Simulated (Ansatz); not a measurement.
The relaxed structure here is a generated cell of TaGe2: the first start was made by a random draw of sites in a space group, and the end was not matched to a known phase here, so it may be hypothetical.

The end point of a relaxation of TaGe₂. Space group Fm-3m (No. 225). These are r2SCAN (plane waves to 500 eV, PAW, scalar-relativistic; Ansatz, a first-principles code) values and carry that method's errors.

```xyz
9
Lattice="0.0000 4.3332 4.3332 4.3332 0.0000 4.3332 4.3332 4.3332 0.0000" Properties=species:S:1:pos:R:3 pbc="T T T"
Ge     2.4724     4.3332     4.3332
Ge     6.1940     4.3332     4.3332
Ge     4.3332     2.4724     4.3332
Ge     4.3332     6.1940     4.3332
Ge     4.3332     4.3332     2.4724
Ge     4.3332     4.3332     6.1940
Ta     2.1666     2.1666     2.1666
Ta     6.4997     6.4997     6.4997
Ta     0.0000     0.0000     0.0000
```

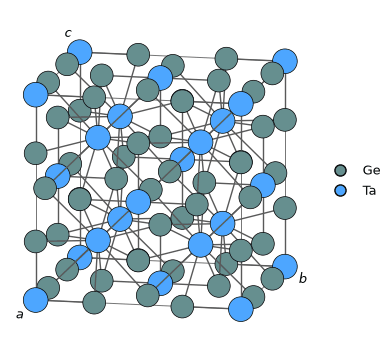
*The conventional cell of the relaxed structure*

```json
{
  "volume_per_atom": "18.08 Å³",
  "band_gap": "no gap (metallic)",
  "shortest_distances": "Ge–Ta 2.47 Å; Ge–Ge 2.63 Å",
  "k-mesh": "9×9×9"
}
```

Band energies at high-symmetry points (eV from the Fermi level; labels of this space group; no spin-orbit coupling), from −5 eV up to 1.7 eV:

| point | energies |
|---|---|
| Γ | -3.96 -3.96 -3.96 -1.33 -0.87 -0.87 -0.87 -0.70 -0.70 0.50 0.71 0.71 1.57 1.57 1.57 1.68 1.68 1.68 |
| X | -4.96 -3.83 -3.83 -3.66 -3.66 -3.12 -2.38 -2.38 -1.55 -1.23 -0.15 -0.05 -0.05 0.00 0.39 0.59 0.89 0.95 0.95 1.13 1.37 1.37 |
| U | -4.86 -4.30 -4.25 -4.15 -3.60 -3.32 -3.23 -1.59 -1.32 -1.04 -0.57 -0.52 -0.51 0.01 0.50 0.60 1.16 1.20 1.25 1.52 |
| K | -4.86 -4.30 -4.25 -4.15 -3.60 -3.32 -3.23 -1.59 -1.32 -1.04 -0.57 -0.52 -0.51 0.01 0.50 0.60 1.16 1.20 1.25 1.52 |
| L | -4.25 -4.25 -3.80 -3.80 -3.43 -3.43 -3.02 -2.30 -0.25 -0.25 0.00 0.00 0.27 0.45 0.59 0.59 1.12 1.12 |
| W | -4.86 -4.08 -3.68 -3.68 -3.50 -2.76 -1.80 -1.80 -1.18 -0.60 -0.60 0.34 0.34 0.61 0.75 0.90 1.05 1.36 1.36 1.54 |

No spin polarisation in the result. The relaxed primitive cell holds an odd number of electrons. A magnetic state may lie lower.

The run could not lose the symmetry of its start, so the end can be a saddle point.
